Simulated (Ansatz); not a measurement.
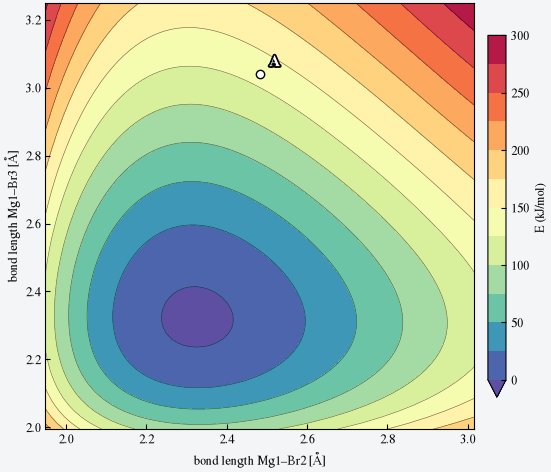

MgBr2. The first coordinate is: bond length Mg1–Br2; the second: bond length Mg1–Br3. Nothing is relaxed (all other coordinates rigid). Grid: 7 × 7 points. Energies: kJ/mol, counted from the lowest grid point. These are results of RKS PBE0-D4/def2-TZVP in Ansatz 0.2.0, not measurements.

Drawn: filled contours, the point A. Between grid points the surface is interpolated.

### Which way does the force act at A, and how strong is it?

A, at bond length Mg1–Br2 = 2.482 Å, bond length Mg1–Br3 = 3.039 Å, is not a stationary point. The computed force is 142 kJ/mol for each Å towards smaller values of bond length Mg1–Br2 and 220 kJ/mol for each Å towards smaller values of bond length Mg1–Br3.
